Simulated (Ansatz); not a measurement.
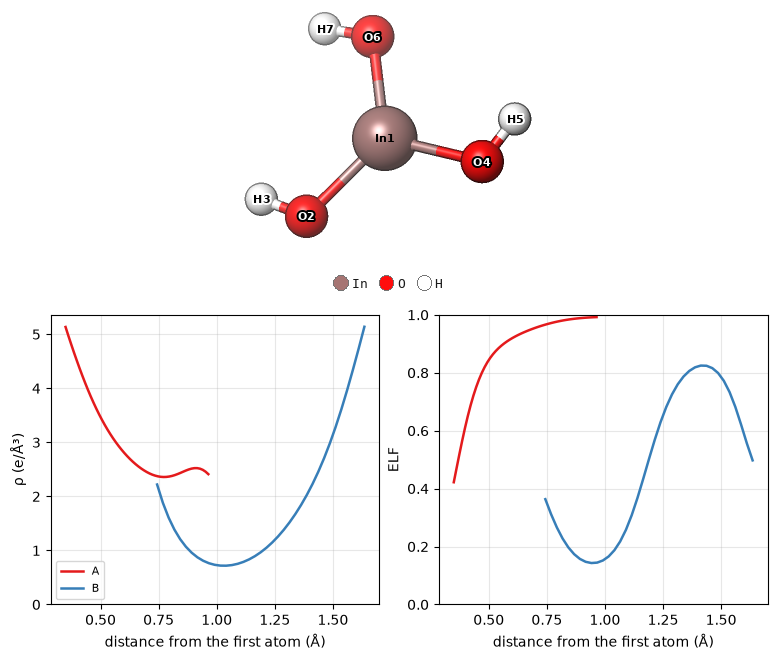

H3InO3. Electron density and electron localisation function along straight lines between neighbouring atoms. The curves leave out the atomic cores. The structure is drawn too.

Core potentials replace the inner electrons of In.

These are results of RKS PBE0-D4/def2-SVP in Ansatz, not measurements.

Input

```
crystal:
  periodic: [false, false, false]
  atoms:
    - { symbol: In, position_ang: [0.0, 0.0, 0.0] }
    - { symbol: O, position_ang: [0.0, 0.0, 1.99] }
    - { symbol: H, position_ang: [-0.9095, -0.2814, 2.3271] }
    - { symbol: O, position_ang: [1.7233, 0.0, -0.995] }
    - { symbol: H, position_ang: [2.0232, -0.9519, -1.1499] }
    - { symbol: O, position_ang: [-1.7233, 0.0, -0.995] }
    - { symbol: H, position_ang: [-2.233, -0.8467, -0.7865] }
basis:
  gaussian: { orbitals: def2-SVP }
hamiltonian:
  xc: pbe0
  dispersion: d4
relax:
  f_tol: 0.02
  max_steps: 40
output:
  orbitals: {}
```

Launched as:

```sh
ansatz run input.yaml --threads 1 --pin off --max-ram 2048MiB --backend cpu --events-out ev --progress --plain --runs-dir out
```

The fields are those of the run's last geometry, not of the input's.

### Which curve belongs to which contact (In–O and O–H)? The first atom named is at distance zero.

Curve A: O–H (0.96 Å): ρ is about 3.6 e/Å³ halfway; the ELF climbs to about 1 towards the hydrogen, as it does in any bond to H (a covalent bond by its length). Curve B: In–O (1.98 Å): ρ is about 0.73 e/Å³ halfway; the ELF peaks at about 0.80 in the valence shell of O, 0.6 Å from its nucleus, and drops to about 0.15 between the two atoms.
